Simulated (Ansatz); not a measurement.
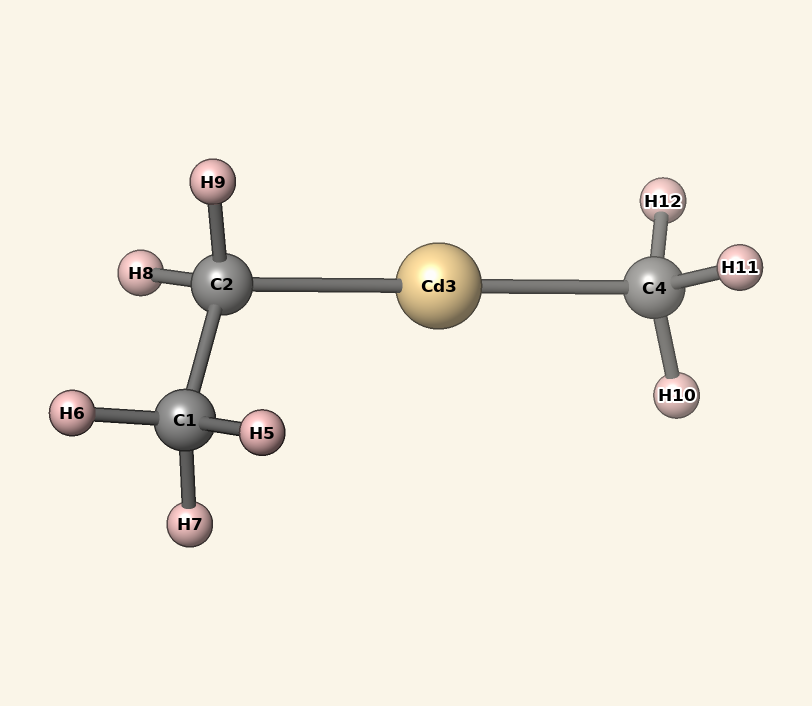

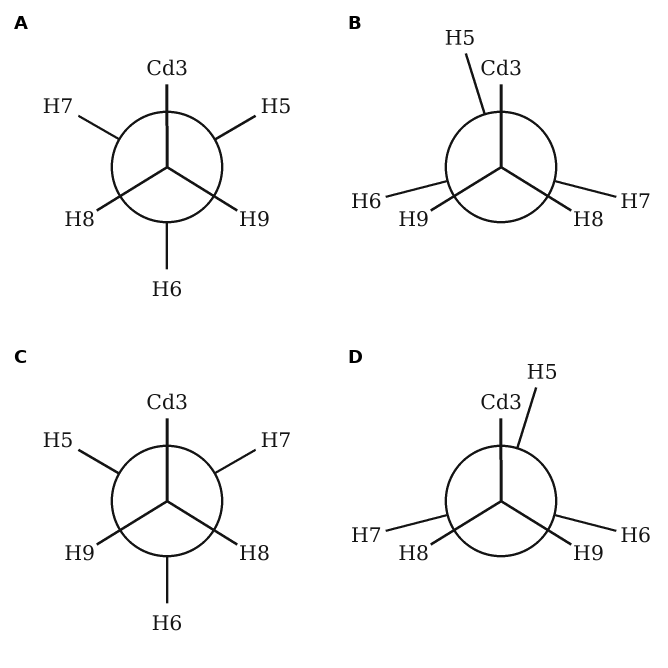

Distant atoms are faded towards the background colour. Bonds that would overlap in a projection are set slightly apart. The computed structure is the end point of a PBE0-D4/def2-TZVP optimisation.

> Which Newman projection shows the view along C2–C1, with C2 in front?

A. The torsion angle Cd3–C2–C1–H5 is 60°, synclinal (gauche).
